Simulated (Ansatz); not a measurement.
# C2H6N2OSi: one species, many methods

Aim: compute C2H6N2OSi with functionals from several rungs and with coupled cluster. The yardstick is the atomisation energy at the CCSD(T) limit.

The runs use Ansatz 0.2.0, Gaussian basis; functionals in def2-TZVPP, the program's frozen cores in correlated methods.

The runs, in order: PBE-D4, r2SCAN-D4, PBE0-D4, B3LYP-D4, ωB97X-V, ωB97M-V, B2PLYP; CCSD(T)/def2-TZVPP; MP2/def2-QZVPP; extrapolation to the limit.

### Step 1. The relaxed structure

An earlier PBE0-D4 in a triple-zeta def2 set relaxation fixed the geometry.

SMILES `NC1=C(O)[SiH2]N1`, 12 atoms, charge 0, spin multiplicity 1.

Atoms are counted from 1 here; the program's logs count them from 0.

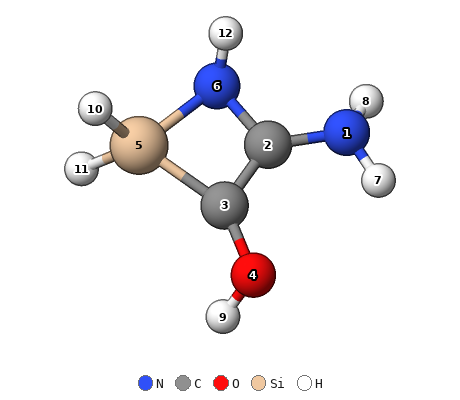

The structure; nitrogen blue, carbon grey, oxygen red, silicon light orange, hydrogen white; atoms are numbered from 1 in the order of the file.

### Step 2. PBE-D4 (GGA)

File in.yaml:

```yaml
crystal:
  periodic: [false, false, false]
  atoms:
    - {symbol: N, position_ang: [-1.492776, -1.262804, 0.271472]}
    - {symbol: C, position_ang: [-0.503459, -0.363548, -0.016335]}
    - {symbol: C, position_ang: [0.533470, 0.104288, 0.725081]}
    - {symbol: O, position_ang: [0.744178, -0.165600, 2.052691]}
    - {symbol: Si, position_ang: [1.122042, 0.942086, -0.791189]}
    - {symbol: N, position_ang: [-0.430077, 0.227862, -1.311358]}
    - {symbol: H, position_ang: [-1.570898, -1.494166, 1.250046]}
    - {symbol: H, position_ang: [-2.377589, -1.067466, -0.171815]}
    - {symbol: H, position_ang: [1.003319, 0.644015, 2.498773]}
    - {symbol: H, position_ang: [2.283503, 0.409216, -1.557809]}
    - {symbol: H, position_ang: [1.187353, 2.427903, -0.853932]}
    - {symbol: H, position_ang: [-0.422064, -0.456987, -2.061623]}
basis:
  gaussian: {orbitals: def2-TZVPP}
hamiltonian: {xc: pbe, dispersion: d4}
output: {forces: true, orbitals: {seedname: orbitals}}
```

Started as:

```bash
ansatz run in.yaml --threads 4 --pin off --events-out ev --progress --plain --max-ram 10444MiB
```

Further steps of the session: r2SCAN-D4 (meta-GGA); PBE0-D4 (hybrid); B3LYP-D4 (hybrid); ωB97X-V (range-separated); ωB97M-V (range-separated); B2PLYP (double hybrid); CCSD(T) in def2-TZVPP; MP2 in def2-QZVPP.

**Question.** What will the summary of the whole plan be? Wanted: atomisation energy, CCSD(T)/CBS; farthest; mean size of error, hybrid; mean size of error, range-separated; gap, smallest and largest; T1 diagnostic; triples share of the correlation energy.

**Answer**, as computed:

| quantity | value |
| --- | --- |
| atomisation energy, CCSD(T)/CBS | 47.270 eV |
| functionals within 0.236 eV (0.5 %) | r2SCAN-D4, B3LYP-D4 |
| farthest | PBE-D4 (+1.781 eV) |
| mean size of error, hybrid | 0.283 eV |
| mean size of error, range-separated | 0.349 eV |
| gap, smallest and largest | 3.50 eV (PBE-D4), 9.64 eV (ωB97X-V) |
| T1 diagnostic | 0.0132 |
| triples share of the correlation energy | 4.2 % |

PBE-D4 misses by +1.781 eV. Double hybrids carry the basis error of their MP2 part in triple zeta, and no dispersion term here, so their miss is partly the set-up's. The reference freezes the cores and leaves out relativity and excitations past (T), so misses under about 0.236 eV can't be ranked. Hartree-Fock recovers 66 % of the binding; the rest is correlation. The gap grows from 3.5 to 9.6 eV across the functionals, mostly with the share of exact exchange.
